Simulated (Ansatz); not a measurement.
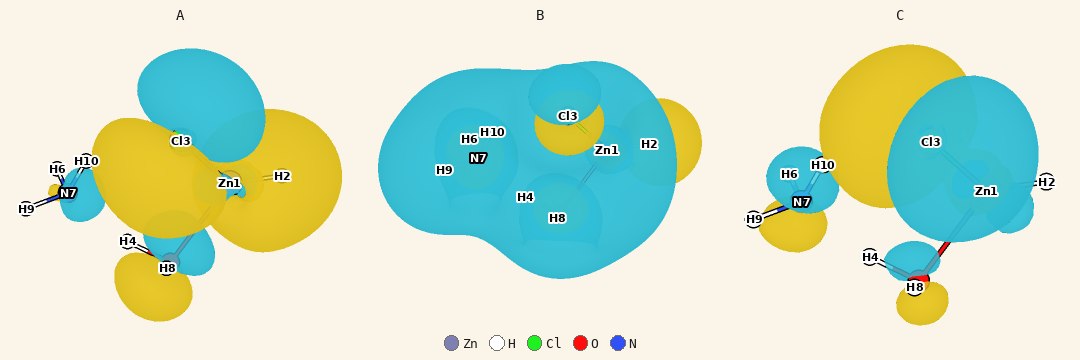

Figure. ClH$_{3}$OZn···NH$_{3}$. Three frontier orbitals at ±0.05 Å⁻³ᐟ² (yellow and cyan are the two phases), in no order.

The calculation used RKS PBE-D4/def2-SVP in Ansatz 0.2.0.

```yaml
atoms:
  - { symbol: Zn, position_ang: [-1.1669, -0.3971, -1.5251] }
  - { symbol: H, position_ang: [-1.3737, 0.0399, -2.9949] }
  - { symbol: Cl, position_ang: [-0.8278, -2.1091, -0.1346] }
  - { symbol: H, position_ang: [-0.1061, 0.8783, 0.3637] }
  - { symbol: O, position_ang: [-1.0881, 1.0064, 0.0444] }
  - { symbol: H, position_ang: [2.1572, 0.3698, 0.2384] }
  - { symbol: N, position_ang: [1.3204, 0.2019, 0.8122] }
  - { symbol: H, position_ang: [-1.5644, 0.4971, 0.7344] }
  - { symbol: H, position_ang: [1.6113, 0.2990, 1.7935] }
  - { symbol: H, position_ang: [1.0381, -0.7862, 0.6679] }
```

Q: Which picture is the HOMO−1, the HOMO and the LUMO?

A: C is the HOMO−1 (−6.48 eV). It lies mainly on Cl3 (about 90 %) and Zn1 (about 5 %); largely a lone pair of Cl3. A is the HOMO (−6.12 eV). Its weight (Hirshfeld) is mainly on Cl3 (about 60 %), Zn1 (about 15 %), H2 (about 10 %) and O5 (about 5 %). B is the LUMO (−0.39 eV). By Hirshfeld shares it lies mainly on Zn1 (about 25 %), H6 (about 10 %), Cl3 (about 10 %), N7 (about 10 %), H9 (about 10 %) and H8 (about 10 %).

Q: What is the HOMO–LUMO gap?

A: 5.73 eV between the orbital energies.
